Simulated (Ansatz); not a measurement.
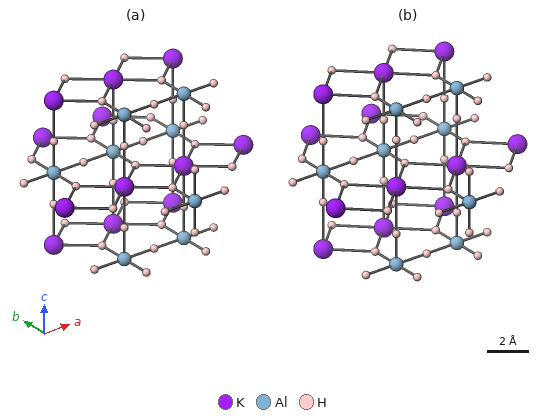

The structure of crystalline KAlH₅ (a generated structure, set up in Immm) (coarse preliminary run) before (left) and after (right) a relaxation, at one scale.

Style: ball-and-stick. Shown: the atoms within 5.8 Å of the atom that moves most (axes of the conventional cell (2 times the calculation's cell)), from a free direction. Lengths and directions refer to the drawn axes.

Computed with Ansatz 0.2.0, DFT PBE, scalar-relativistic, plane waves, PAW. Set-up: plane-wave cutoff 420 eV; k-point mesh 6 × 6 × 6; occupations gaussian; smearing width 0.1 eV; no spin polarisation; cell and atoms relaxed; force threshold 0.04 eV/Å; at most 70 steps.

### Describe what moved and what it gained.

The largest moves relative to the cell, 0.18 Å, are those of H atoms. Al and K stay in place. The drawn cell changes as follows: a 3.661 → 3.726 Å (+1.8 %), b 6.563 → 6.896 Å (+5.1 %), c 7.952 → 8.534 Å (+7.3 %); the volume changes by +14.8 %. Near-neighbour distances that change, for instance: H–K 2.251 → 2.586 Å, H–K 2.366 → 2.558 Å, Al–H 1.783 → 1.695 Å, Al–H 1.725 → 1.681 Å. Among the angles between lasting bonds that change: K–H–K 101.4° → 93.5°, H–K–H 78.6° → 86.5°, H–K–H 101.4° → 93.5°. The space group stays Immm (No. 71). After 3 accepted moves (5 points after the start) the energy has fallen by 44.9 meV per atom. The largest force component goes from 0.95 to 0.012 eV/Å. The pressure goes from 0.87 to 0.01 GPa. The SCF was repeated twice at an unchanged geometry on a basis and grid sized afresh for the cell, which shifted the energy by 1.7 meV per atom at most. Cost: 31 s on 1 thread of Intel(R) Xeon(R) Processor @ 2.70GHz (shared host), peak memory 0.45 GiB.
